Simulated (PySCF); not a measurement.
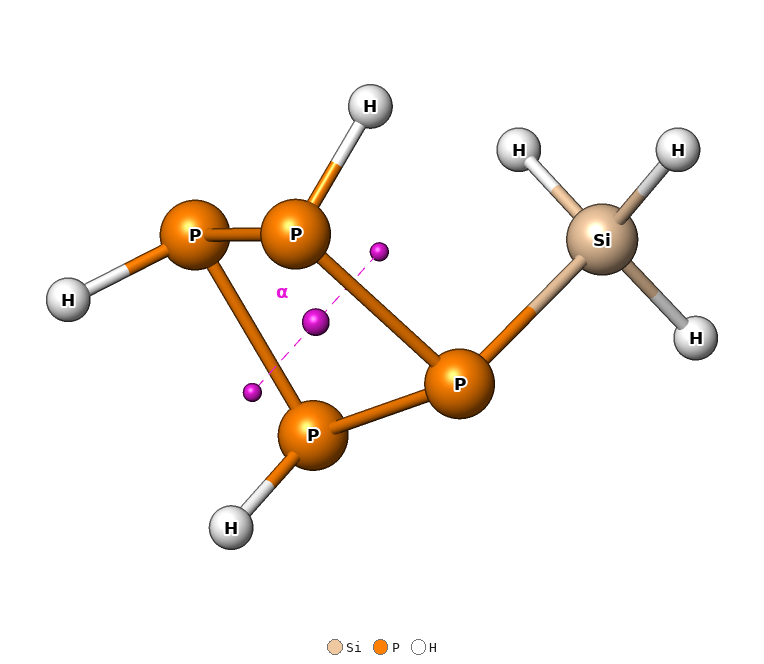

The small points mark where nucleus-independent chemical shifts (NICS) were computed: at the centre of each lettered ring and 1 Å above and below it. Computed geometry: GFN2-xTB optimisation. No frequency run is at hand to confirm it as a minimum. Properties computed with GIAO PBE0/pcSseg-1 NMR shielding, non-relativistic, gas phase (PySCF 2.14.0).

Give NICS(0), NICS(1) and the out-of-plane component NICS(1)zz for each ring (means of the two sides).

| ring | members | NICS(0) | NICS(1) | NICS(1)zz |
| --- | --- | --- | --- | --- |
| α | P4 | 7.3 | 4.1 | 22.6 |

Values in ppm.

What do the values say about the ring currents?

Answer. Ring α: paratropic, as in an antiaromatic ring. NICS is one index among several.

The geometry is semi-empirical. Around P, Si such bond lengths and angles can be off by a tenth of an ångström or more and by several degrees, and values that hang on the shape move with them.
